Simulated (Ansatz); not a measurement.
```xyz
5

Cl   -0.8351    0.2330    2.3582
F     1.0091    2.8884   -2.1112
Si    0.0782    1.7461   -1.3906
Si   -1.4790    0.0474   -1.7829
Si   -0.6562    0.6957    0.3296
```

Geometry: BLYP-D3(BJ)/def2-SVP.

All numbers below come from isolated molecule in a Gaussian basis; Kohn-Sham density functional theory, functional PBE0 in Ansatz 0.2.0.

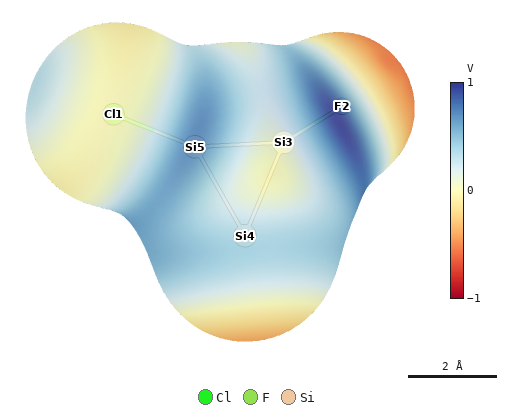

ClFSi3. The molecular electrostatic potential painted on the density surface at 0.001 e/bohr³, seen at a tilt; red is negative and blue positive.

**Which sites attract a positive test charge, and which a negative one?**

A positive charge is drawn to the negative regions and a negative charge to the positive ones. The most negative region (about −0.5 V) lies over F2, the most positive (about +1.0 V) over Si3.

**How polar is the molecule by this calculation?**

Its dipole moment is 0.34 D.
